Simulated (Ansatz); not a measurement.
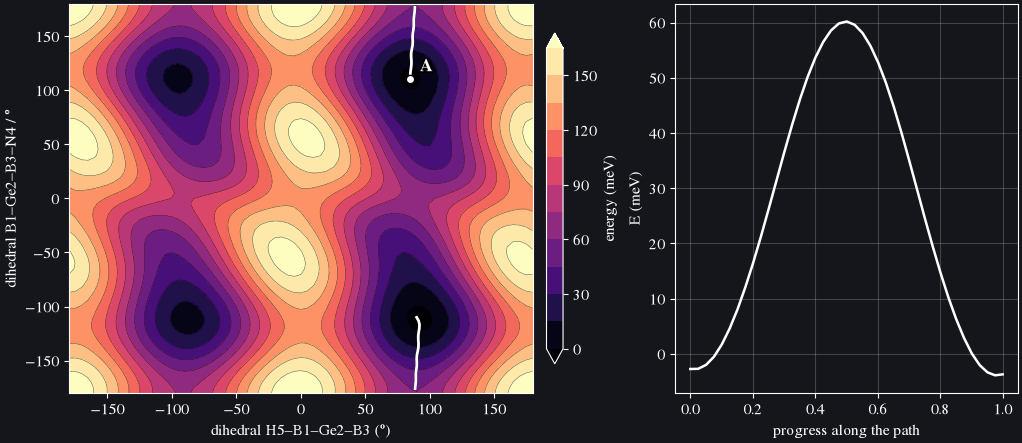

B₂GeH₇N, SMILES [BH2][GeH2][BH]N. First axis: dihedral H5–B1–Ge2–B3. Second axis: dihedral B1–Ge2–B3–N4. Nothing is relaxed (all other coordinates rigid). Grid: 18 × 18 points. Points are written as (first, second). Energies are in meV, from the lowest grid point. Method: Ansatz, RKS PBE0-D4/def2-SVP.

The picture shows filled contours, a line along the lowest path, one colour for all values above the top of the scale, the energy along the path at the right, the start A. Between grid points the surface is interpolated.

### Describe the path and its barrier.

The easiest path leads from the well at about (85°, 110°) to a well of about the same depth at about (90°, −110°). Its highest point lies about 63 meV above the bottom of the first well on the interpolated surface, at about (90°, −180°). The start is the relaxed structure and all else is held, so a fully relaxed path at this level can only be lower.
